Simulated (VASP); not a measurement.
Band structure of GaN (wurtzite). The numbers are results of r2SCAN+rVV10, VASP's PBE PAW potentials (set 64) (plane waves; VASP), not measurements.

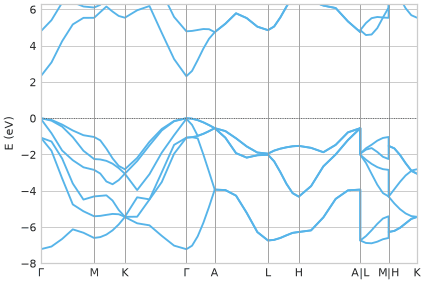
*Bands along high-symmetry lines, zero at the valence-band maximum or, without a gap, the Fermi level*

Problem. Read the plot: is there a gap, and where are the band edges?

Solution. The gap is direct, 2.32 eV, from the valence maximum at Γ to the conduction minimum at Γ.

Measured: gap 3.68 eV (computed value off by -1.36 eV), as given by Wei Chen et al., Physical Review Materials (2018), doi:10.1103/physrevmaterials.2.073803 [zero-point renormalisation of 0.17 eV added back (the table's ZPR column)].

The compound is GaN in the wurtzite structure. It was relaxed first.
